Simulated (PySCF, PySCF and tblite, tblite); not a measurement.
# B3ClH5N: a path driven as rotation about a bond, and NMR exchange

Aim: the barrier and rate of rotation about a bond in B3ClH5N (`BB(Cl)BN`), and what it does to NMR lines.

Computed with tblite 0.8.0 (tight binding) and PySCF 2.14.0 (DFT, with response routines of our own); each step states its level. Atoms count from 0 throughout.

## Step 1: The starting structure

10 atoms, charge 0, multiplicity 1; geometry from: force field or distance geometry start.

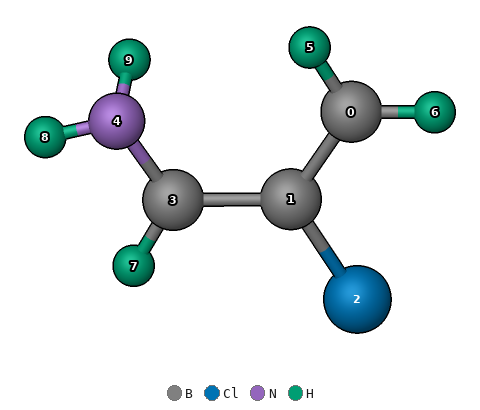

The starting geometry (boron grey, chlorine blue, nitrogen purple, hydrogen teal), atoms numbered.

## Step 2: GFN2-xTB relaxation, start minimum

The job: settings as JSON, then the geometry in Å.

```
{"job": {"xc": "GFN2-xTB", "basis": "xTB", "kind": "relax"}, "charge": 0, "multiplicity": 1}
B      1.630900     0.797000    -0.233700
B      0.822200    -0.622800     0.048200
Cl     1.809200    -2.178900     0.294400
B     -0.832700    -0.676400     0.137700
N     -1.666200     0.577500    -0.015300
H      1.011000     1.802000    -0.384500
H      2.802600     0.818800    -0.293900
H     -1.355500    -1.710000     0.383900
H     -2.662300     0.302700     0.088000
H     -1.550300     0.894700    -1.006800
```

Launch:

```bash
$ OMP_NUM_THREADS=1 python ens_run.py task.json out
```

One launch serves the whole session.

Log:

```text
step      E/eV     max force
  0    -372.08105    3.261
  1    -372.33158    2.327
  2    -372.57271    2.286
  3    -372.68396    1.205
  4    -372.85000    1.377
  5    -372.91392    1.225
  6    -372.97367    1.002
  7    -373.02336    0.587
  8    -373.03634    0.431
  9    -373.05344    0.340
 10    -373.06064    0.554
 11    -373.06987    0.380
 12    -373.08518    0.319
 13    -373.09001    0.206
 14    -373.09544    0.194
 15    -373.09859    0.164
 16    -373.10160    0.180
 17    -373.10411    0.185
 18    -373.10629    0.160
 19    -373.10801    0.129
 20    -373.10924    0.124
 21    -373.11031    0.123
 22    -373.11164    0.120
 23    -373.11339    0.160
 24    -373.11540    0.129
 25    -373.11734    0.145
 26    -373.11873    0.129
 27    -373.11955    0.075
 28    -373.11997    0.070
 29    -373.12022    0.050
 30    -373.12043    0.049
 31    -373.12063    0.043
 32    -373.12076    0.030
 33    -373.12085    0.028
 34    -373.12093    0.033
 35    -373.12102    0.032
 36    -373.12111    0.030
 37    -373.12118    0.021
 38    -373.12124    0.029
 39    -373.12134    0.040
 40    -373.12154    0.051
 41    -373.12190    0.079
 42    -373.12243    0.097
 43    -373.12305    0.091
 44    -373.12375    0.072
 45    -373.12475    0.107
 46    -373.12642    0.134
 47    -373.12920    0.190
 48    -373.13365    0.213
 49    -373.13909    0.356
 50    -373.14988    0.763
 51    -373.16269    0.497
 52    -373.18692    0.751
 53    -373.16449    0.920
 54    -373.21765    0.382
 55    -373.21438    0.914
 56    -373.24690    0.417
 57    -373.25911    0.416
 58    -373.28252    0.789
 59    -373.28097    1.183
 60    -373.32743    0.717
 61    -373.35068    0.533
 62    -373.37828    0.480
 63    -373.37596    1.094
 64    -373.42405    0.639
 65    -373.43788    0.461
 66    -373.45449    0.312
 67    -373.46361    0.271
 68    -373.47401    0.281
 69    -373.48399    0.237
 70    -373.49568    0.366
 71    -373.50667    0.486
 72    -373.52298    0.538
 73    -373.54108    0.344
 74    -373.55667    0.161
 75    -373.56034    0.227
 76    -373.56468    0.219
 77    -373.56649    0.187
 78    -373.56885    0.134
 79    -373.57085    0.104
 80    -373.57345    0.106
 81    -373.57394    0.065
 82    -373.57437    0.060
 83    -373.57471    0.062
 84    -373.57527    0.070
 85    -373.57581    0.072
 86    -373.57640    0.071
 87    -373.57693    0.060
 88    -373.57732    0.051
 89    -373.57753    0.048
 90    -373.57763    0.037
 91    -373.57769    0.027
 92    -373.57775    0.022
 93    -373.57781    0.025
 94    -373.57789    0.021
 95    -373.57796    0.020
 96    -373.57801    0.026
 97    -373.57805    0.029
 98    -373.57809    0.027
 99    -373.57815    0.022
100    -373.57821    0.024
101    -373.57826    0.021
102    -373.57829    0.017
103    -373.57832    0.018
104    -373.57837    0.018
105    -373.57843    0.025
106    -373.57850    0.029
107    -373.57859    0.033
108    -373.57871    0.038
109    -373.57886    0.044
110    -373.57901    0.043
111    -373.57913    0.031
112    -373.57920    0.017
113    -373.57924    0.012
114    -373.57926    0.011
115    -373.57929    0.013
116    -373.57932    0.017
117    -373.57936    0.021
118    -373.57940    0.019
119    -373.57944    0.016
120    -373.57945    0.008
121    -373.57946    0.007
122    -373.57946    0.007
123    -373.57947    0.011
124    -373.57948    0.014
125    -373.57949    0.014
126    -373.57951    0.009
127    -373.57953    0.016
128    -373.57956    0.024
129    -373.57960    0.026
130    -373.57963    0.020
131    -373.57964    0.010
132    -373.57965    0.004
133    -373.57965    0.001
```

It took 1.2 s on 1 thread of AMD EPYC, shared host.

Gain 1.499 eV; displacement 1.04 Å root mean square.

## Step 3: Relaxed scan, rotation

The job: settings as JSON, then the geometry in Å.

```
{"job": {"xc": "GFN2-xTB", "basis": "xTB", "coordinate": [["t", [1, 3, 4, 8], 0.25], ["t", [1, 3, 4, 9], 0.25], ["t", [7, 3, 4, 8], 0.25], ["t", [7, 3, 4, 9], 0.25]], "kind": "drive"}, "charge": 0, "multiplicity": 1}
B      1.712959     0.804037     0.081018
B      0.851735    -0.565064     0.012292
Cl     1.411944    -2.167897    -0.338133
B     -0.795242    -0.380822     0.334124
N     -1.715221    -0.054768    -0.644854
H      2.122486     1.243974     1.088890
H      1.826965     1.516385    -0.845693
H     -1.225439    -0.529170     1.421545
H     -2.704291     0.042800    -0.479372
H     -1.477014     0.095179    -1.611628
```

Log:

```text
point  coordinate     E/eV
  0     13.600     -373.52905
  1     27.700     -373.38288
  2     42.100     -373.15340
  3     57.000     -372.86037
  4     72.800     -372.59551
  5     89.400     -372.48349
  6    106.200     -372.59340
  7    122.000     -372.87890
  8    136.800     -373.15884
  9    151.200     -373.38340
 10    165.400     -373.52610
 11    179.500     -373.57937
```

It took 4.4 s on 1 thread of AMD EPYC, shared host.

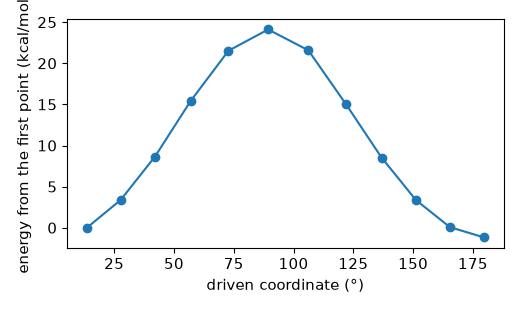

Energy along the scan.

## Step 4: Nudged elastic band, leg 1

The job, as its differences from that of step 3:

```diff
@@ -1,2 +1,2 @@
-{"job": {"xc": "GFN2-xTB", "basis": "xTB", "coordinate": [["t", [1, 3, 4, 8], 0.25], ["t", [1, 3, 4, 9], 0.25], ["t", [7, 3, 4, 8], 0.25], ["t", [7, 3, 4, 9], 0.25]], "kind": "drive"}, "charge": 0, "multiplicity": 1}
+{"job": {"xc": "GFN2-xTB", "basis": "xTB", "kind": "neb"}, "charge": 0, "multiplicity": 1}
 B      1.712959     0.804037     0.081018
```

Log:

```text
image   E - E0 / eV
  0       0.0000
  1       0.1390
  2       0.7568
  3       1.0966
  4       0.3943
  5       0.0242
  6       0.0000
```

Run time: 4.2 s. Hardware: 1 thread of AMD EPYC, shared host; peak memory 0.19 GiB.

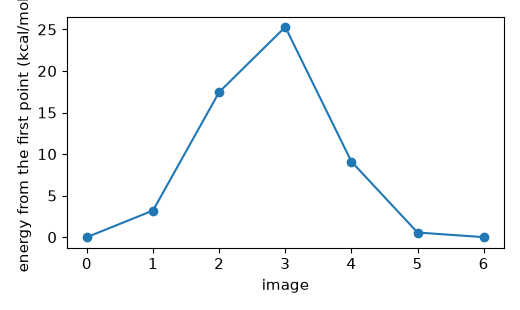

Energy along the band.

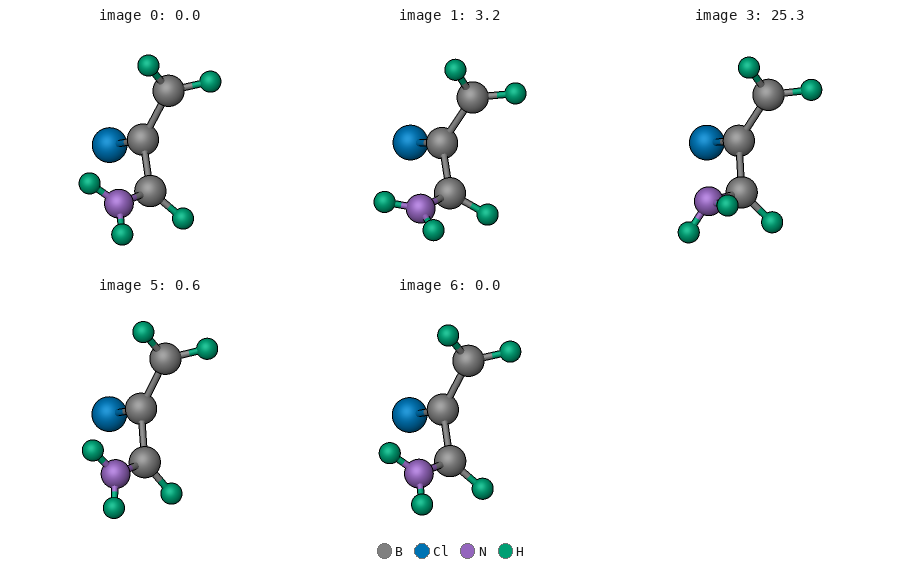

Images along the band, with energies in kcal/mol.

## Step 5: Saddle search, leg 1

The job: settings as JSON, then the geometry in Å.

```
{"job": {"xc": "GFN2-xTB", "basis": "xTB", "kind": "saddle"}, "charge": 0, "multiplicity": 1}
B      1.691553     0.852017     0.291383
B      0.922229    -0.560208     0.062371
Cl     1.603886    -2.099813    -0.326075
B     -0.739824    -0.457589     0.266616
N     -1.630483     0.004656    -0.799986
H      1.961984     1.271407     1.354256
H      1.867656     1.594849    -0.600141
H     -1.199179    -0.752176     1.326715
H     -2.148522     0.834048    -0.530983
H     -2.329298    -0.687189    -1.044155
```

Log:

```text
step      E/eV     max force
  0    -372.48308   0.0497
  1    -372.48439   0.0309
  2    -372.48444   0.0024
lowest wavenumbers (cm-1): -679.2 68.6 124.9 157.4 174.0 273.9
```

It took 2.5 s on 1 thread of AMD EPYC, shared host; peak memory 0.19 GiB.

Point group C1; 1 imaginary mode, 679i cm⁻¹, carried by H8, H9, H7. Steps downhill from it reached both ends.

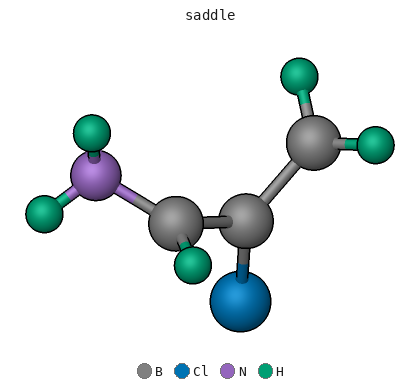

The saddle point.

## Step 6: Saddle search, other pyramid

The job: settings as JSON, then the geometry in Å.

```
{"job": {"xc": "GFN2-xTB", "basis": "xTB", "kind": "saddle"}, "charge": 0, "multiplicity": 1}
B      1.711231     0.853170     0.299473
B      0.915695    -0.539602     0.050064
Cl     1.587879    -2.079192    -0.350990
B     -0.745666    -0.438707     0.262349
N     -1.650521    -0.021065    -0.811094
H      2.002178     1.232519     1.370653
H      1.903860     1.617021    -0.568428
H     -1.202053    -0.697170     1.332424
H     -1.593185    -0.630226    -1.619419
H     -1.425049     0.906227    -1.154163
```

Log:

```text
step      E/eV     max force
  0    -372.49045   0.3358
  1    -372.50594   0.0895
  2    -372.50683   0.0218
  3    -372.50416   0.1734
  4    -372.50694   0.0106
  5    -372.50690   0.0198
  6    -372.50697   0.0022
lowest wavenumbers (cm-1): -680.6 69.4 119.6 142.3 168.1 266.4
```

Wall time 3.3 s (1 thread of AMD EPYC, shared host); peak memory 0.19 GiB.

Point group C1; 1 imaginary mode, 681i cm⁻¹, carried by H9, H8, H7. Steps downhill from it reached both ends.

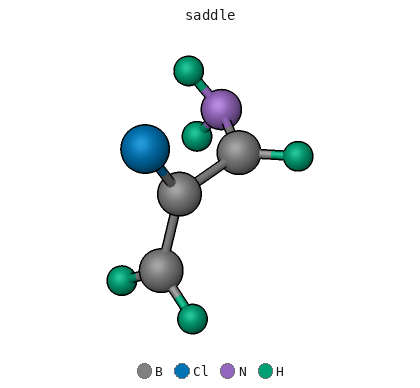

The saddle point.

## Step 7: Shieldings, start: BHandHLYP/pcSseg-1

The job: settings as JSON, then the geometry in Å.

```
{"job": {"kind": "nmr", "xc": "BHandHLYP", "basis": "pcSseg-1", "pop": false}, "charge": 0, "multiplicity": 1}
B      1.712959     0.804037     0.081018
B      0.851735    -0.565064     0.012292
Cl     1.411944    -2.167897    -0.338133
B     -0.795242    -0.380822     0.334124
N     -1.715221    -0.054768    -0.644854
H      2.122486     1.243974     1.088890
H      1.826965     1.516385    -0.845693
H     -1.225439    -0.529170     1.421545
H     -2.704291     0.042800    -0.479372
H     -1.477014     0.095179    -1.611628
```

Log:

```text
coarse grid: 9048 points
cycle   1  E = -592.3795833118  dE =  4.723e-01  |g| = 3.142e-01  |ddm| = 2.679e+00
cycle   2  E = -592.3994971794  dE = -1.991e-02  |g| = 2.307e-01  |ddm| = 4.998e-01
cycle   3  E = -592.4102847954  dE = -1.079e-02  |g| = 5.519e-02  |ddm| = 1.995e-01
cycle   4  E = -592.4109746049  dE = -6.898e-04  |g| = 1.763e-02  |ddm| = 5.890e-02
cycle   5  E = -592.4110535804  dE = -7.898e-05  |g| = 2.442e-03  |ddm| = 1.785e-02
cycle   6  E = -592.4110556924  dE = -2.112e-06  |g| = 8.361e-04  |ddm| = 4.634e-03
final grid: 83224 points
cycle   7  E = -592.4263030167  dE = -1.098e-05  |g| = 2.284e-03  |ddm| = 9.787e-03
cycle   8  E = -592.4263029705  dE =  4.618e-08  |g| = 2.439e-03  |ddm| = 2.657e-03
cycle   9  E = -592.4263041658  dE = -1.195e-06  |g| = 1.304e-04  |ddm| = 1.327e-03
cycle  10  E = -592.4263041731  dE = -7.366e-09  |g| = 5.836e-05  |ddm| = 2.189e-04
cycle  11  E = -592.4263041744  dE = -1.246e-09  |g| = 1.715e-05  |ddm| = 8.700e-05
cycle  12  E = -592.4263041745  dE = -1.709e-10  |g| = 5.839e-06  |ddm| = 3.147e-05
converged SCF energy = -592.4263041745

GIAO shielding tensors (ppm)
atom      isotropic    diamagn.    paramagn.     s11        s22        s33       span
  0 B        6.897     194.120    -187.223   -104.005    -14.241    138.937    242.942
  1 B       -5.514     192.276    -197.790   -136.498      4.057    115.898    252.395
  2 Cl     678.776    1148.287    -469.511    398.981    456.855   1180.492    781.510
  3 B       57.553     196.144    -138.591      9.929     39.162    123.569    113.640
  4 N      148.394     316.439    -168.045     42.027    175.455    227.700    185.674
  5 H       22.862      29.284      -6.422     12.398     26.217     29.971     17.573
  6 H       22.922      29.540      -6.618     11.878     26.579     30.309     18.431
  7 H       26.632      30.563      -3.931     24.644     27.047     28.205      3.561
  8 H       27.339      29.233      -1.894     23.293     24.039     34.684     11.390
  9 H       27.910      31.608      -3.699     23.912     26.062     33.754      9.842
```

Wall time 13 s (1 thread of AMD EPYC, shared host); peak memory 0.53 GiB.

Key values: HOMO -8.31 eV, LUMO -0.86 eV; dipole 2.45 D.

## Step 8: Shieldings: BHandHLYP/pcSseg-1

The job: settings as JSON, then the geometry in Å.

```
{"job": {"kind": "nmr", "xc": "BHandHLYP", "basis": "pcSseg-1", "pop": false}, "charge": 0, "multiplicity": 1}
B      1.739718     0.854873     0.318503
B      0.932180    -0.522774     0.066647
Cl     1.542073    -2.073245    -0.413375
B     -0.737194    -0.405279     0.272866
N     -1.648777    -0.056997    -0.819168
H      2.113369     1.174571     1.383325
H      1.841732     1.682033    -0.508609
H     -1.249052    -0.611162     1.316115
H     -1.575925    -0.698849    -1.600869
H     -1.453756     0.859805    -1.204567
```

Log:

```text
coarse grid: 9048 points
cycle   1  E = -592.3206236969  dE =  4.436e-01  |g| = 3.753e-01  |ddm| = 2.707e+00
cycle   2  E = -592.3367702080  dE = -1.615e-02  |g| = 3.276e-01  |ddm| = 7.269e-01
cycle   3  E = -592.3594362904  dE = -2.267e-02  |g| = 4.648e-02  |ddm| = 3.792e-01
cycle   4  E = -592.3600170932  dE = -5.808e-04  |g| = 1.037e-02  |ddm| = 7.354e-02
cycle   5  E = -592.3600492591  dE = -3.217e-05  |g| = 3.192e-03  |ddm| = 1.726e-02
cycle   6  E = -592.3600522103  dE = -2.951e-06  |g| = 8.031e-04  |ddm| = 5.140e-03
final grid: 83224 points
cycle   7  E = -592.3747679274  dE = -1.036e-05  |g| = 2.516e-03  |ddm| = 9.298e-03
cycle   8  E = -592.3747680039  dE = -7.643e-08  |g| = 2.583e-03  |ddm| = 5.763e-03
cycle   9  E = -592.3747693470  dE = -1.343e-06  |g| = 1.220e-04  |ddm| = 2.447e-03
cycle  10  E = -592.3747693558  dE = -8.782e-09  |g| = 6.144e-05  |ddm| = 3.518e-04
cycle  11  E = -592.3747693575  dE = -1.708e-09  |g| = 1.768e-05  |ddm| = 1.084e-04
cycle  12  E = -592.3747693579  dE = -3.215e-10  |g| = 7.417e-06  |ddm| = 4.808e-05
converged SCF energy = -592.3747693579

GIAO shielding tensors (ppm)
atom      isotropic    diamagn.    paramagn.     s11        s22        s33       span
  0 B        3.353     194.395    -191.042   -112.265    -17.460    139.783    252.048
  1 B       -1.609     196.687    -198.296   -126.761      8.928    113.007    239.769
  2 Cl     697.026    1148.723    -451.697    441.578    512.273   1137.226    695.647
  3 B       -0.117     190.694    -190.811   -104.790     -2.493    106.933    211.723
  4 N      215.213     315.577    -100.364    121.876    191.724    332.039    210.163
  5 H       22.584      29.312      -6.728     11.575     26.400     29.776     18.202
  6 H       22.746      29.556      -6.810     11.279     26.954     30.006     18.727
  7 H       23.571      29.505      -5.934     18.175     25.865     26.673      8.499
  8 H       31.090      30.100       0.990     25.896     26.894     40.480     14.584
  9 H       31.835      31.074       0.761     26.305     27.270     41.930     15.625
```

Run time: 18 s. Hardware: 1 thread of AMD EPYC, shared host; peak memory 0.54 GiB.

Key values: HOMO -7.70 eV, LUMO -1.52 eV; dipole 1.46 D.

## Step 9: Single-point energy, saddle of leg 1: BHandHLYP/pcSseg-1

The job: settings as JSON, then the geometry in Å.

```
{"job": {"kind": "sp", "xc": "BHandHLYP", "basis": "pcSseg-1", "pop": false}, "charge": 0, "multiplicity": 1}
B      1.711231     0.853170     0.299473
B      0.915695    -0.539602     0.050064
Cl     1.587879    -2.079192    -0.350990
B     -0.745666    -0.438707     0.262349
N     -1.650521    -0.021065    -0.811094
H      2.002178     1.232519     1.370653
H      1.903860     1.617021    -0.568428
H     -1.202053    -0.697170     1.332424
H     -2.181400     0.806662    -0.564540
H     -2.341204    -0.733636    -1.019911
```

Log:

```text
coarse grid: 9048 points
cycle   1  E = -592.3223384058  dE =  4.441e-01  |g| = 3.728e-01  |ddm| = 2.722e+00
cycle   2  E = -592.3393798048  dE = -1.704e-02  |g| = 3.205e-01  |ddm| = 8.362e-01
cycle   3  E = -592.3607103055  dE = -2.133e-02  |g| = 4.214e-02  |ddm| = 4.431e-01
cycle   4  E = -592.3611965108  dE = -4.862e-04  |g| = 9.676e-03  |ddm| = 6.411e-02
cycle   5  E = -592.3612235335  dE = -2.702e-05  |g| = 3.138e-03  |ddm| = 1.547e-02
cycle   6  E = -592.3612264333  dE = -2.900e-06  |g| = 7.751e-04  |ddm| = 5.087e-03
final grid: 83224 points
cycle   7  E = -592.3760954557  dE = -9.977e-06  |g| = 2.619e-03  |ddm| = 9.709e-03
cycle   8  E = -592.3760955314  dE = -7.577e-08  |g| = 2.653e-03  |ddm| = 6.237e-03
cycle   9  E = -592.3760969426  dE = -1.411e-06  |g| = 1.095e-04  |ddm| = 2.870e-03
cycle  10  E = -592.3760969499  dE = -7.292e-09  |g| = 5.166e-05  |ddm| = 3.190e-04
cycle  11  E = -592.3760969512  dE = -1.298e-09  |g| = 1.409e-05  |ddm| = 8.921e-05
cycle  12  E = -592.3760969515  dE = -2.613e-10  |g| = 6.103e-06  |ddm| = 4.566e-05
converged SCF energy = -592.3760969515
```

Wall time 5.4 s (1 thread of AMD EPYC, shared host); peak memory 0.54 GiB.

Key values: HOMO -7.76 eV, LUMO -1.43 eV; dipole 2.02 D.

## Step 10: The path in numbers

The job: settings as JSON, then the geometry in Å.

```
{"job": {"smiles": "BB(Cl)BN", "charge": 0, "mult": 1, "motion": "rotation", "what": "aminoborane", "atoms": [3, 4], "drives": [{"terms": [["t", [1, 3, 4, 8], 0.25], ["t", [1, 3, 4, 9], 0.25], ["t", [7, 3, 4, 8], 0.25], ["t", [7, 3, 4, 9], 0.25]], "by": 180, "n": 12}], "flip": [3, 4], "study": "path", "level": {"kind": "nmr", "xc": "BHandHLYP", "basis": "pcSseg-1"}, "fields": [60, 200, 900], "first": 5, "seed": 613, "kind": "path"}, "charge": 0, "multiplicity": 1}
B      1.712959     0.804037     0.081018
B      0.851735    -0.565064     0.012292
Cl     1.411944    -2.167897    -0.338133
B     -0.795242    -0.380822     0.334124
N     -1.715221    -0.054768    -0.644854
H      2.122486     1.243974     1.088890
H      1.826965     1.516385    -0.845693
H     -1.225439    -0.529170     1.421545
H     -2.704291     0.042800    -0.479372
H     -1.477014     0.095179    -1.611628
```

Log:

```text
stationary points (kcal/mol above the start)
  n  kind          group   xTB      DFT    lowest mode
  0  minimum      C1       0.00     0.00      59.0
  1  saddle       C1      25.26    31.59    -679.2
  2  saddle       C1      24.74    32.25    -680.6
  3  minimum      C1       0.00     0.00      59.0

GFN2-xTB energies: T/K, barrier G, reaction G (kcal/mol), k forward, k back (1/s)
 150.00    22.82    -0.00   4.57e-21   4.55e-21
 200.00    22.81    -0.00   1.38e-12   1.38e-12
 250.00    22.81    -0.00   1.78e-07   1.78e-07
 298.15    22.80    -0.00   0.000367   0.000367
 350.00    22.81    -0.00      0.133      0.133
 400.00    22.82    -0.00        9.3       9.28
 500.00    22.85    -0.00   3.65e+03   3.64e+03

BHandHLYP/pcSseg-1 + D3(BJ) energies: T/K, barrier G, reaction G (kcal/mol), k forward, k back (1/s)
 150.00    29.51    -0.00   6.73e-31    6.7e-31
 200.00    29.51    -0.00   5.38e-20   5.36e-20
 250.00    29.50    -0.00   2.01e-13      2e-13
 298.15    29.50    -0.00   3.67e-09   3.66e-09
 350.00    29.51    -0.00   7.17e-06   7.16e-06
 400.00    29.51    -0.00    0.00169    0.00169
 500.00    29.54    -0.00       3.67       3.66
```

Run time: 62 s. Hardware: 1 thread of AMD EPYC, shared host; peak memory 0.54 GiB. This counts the whole study up to here.

Barriers by level (kcal/mol; entropies in cal/(mol K)). Zero-point and thermal terms come from xTB in every row. ΔG‡ leaves symmetry out; the rate counts equivalent paths (a factor of 2) and all 2 saddles; effective ΔG‡, where given, is the barrier that would give that rate by Eyring's equation alone:

```csv
level,ΔE‡,with zero-point,ΔH‡,ΔS‡,ΔG‡ (298 K),ΔE of reaction,k at 298 K (1/s),effective ΔG‡
GFN2-xTB,24.74,22.84,22.80,0.0,22.80,0.00,0.00037,22.14
BHandHLYP/pcSseg-1 + D3(BJ),31.59,29.51,29.47,-0.1,29.50,0.00,3.7e-09,28.96
```

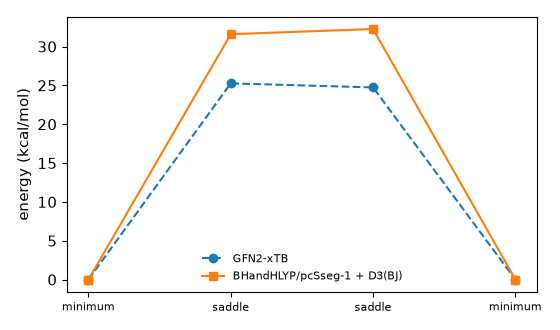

The xTB stationary points, at both levels.

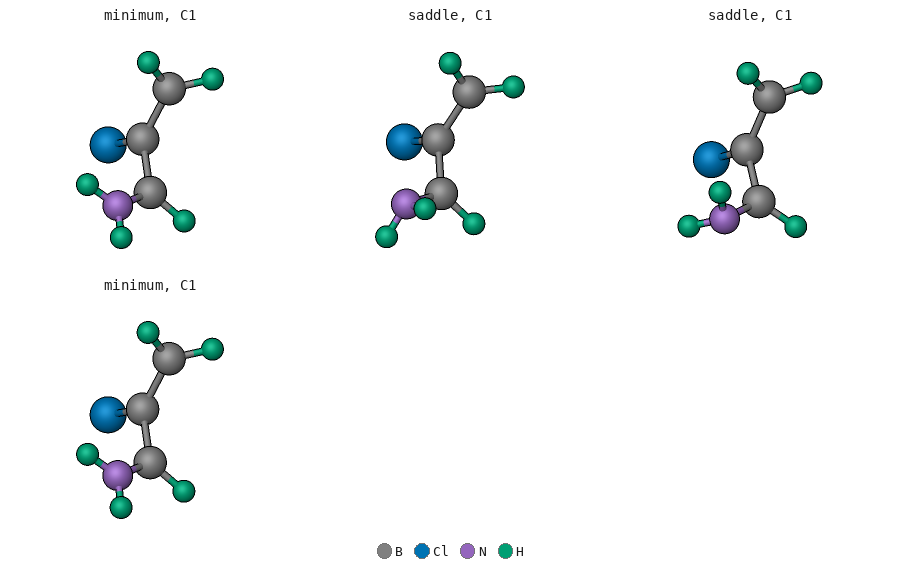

The stationary points in order.

Sites that the driver pairs across this motion, and where their lines would merge (no couplings; faster rotations or exchange between molecules can average them sooner):

```csv
nucleus,sites: shielding (ppm),proton frequency (MHz),spread (Hz),coalescence (K),lines at 298 K
1H,H8: 27.34; H9: 27.91,60,34,554,2
1H,H8: 27.34; H9: 27.91,200,114,580,2
1H,H8: 27.34; H9: 27.91,900,514,614,2
```

(Part 1 of 2 ends here.)
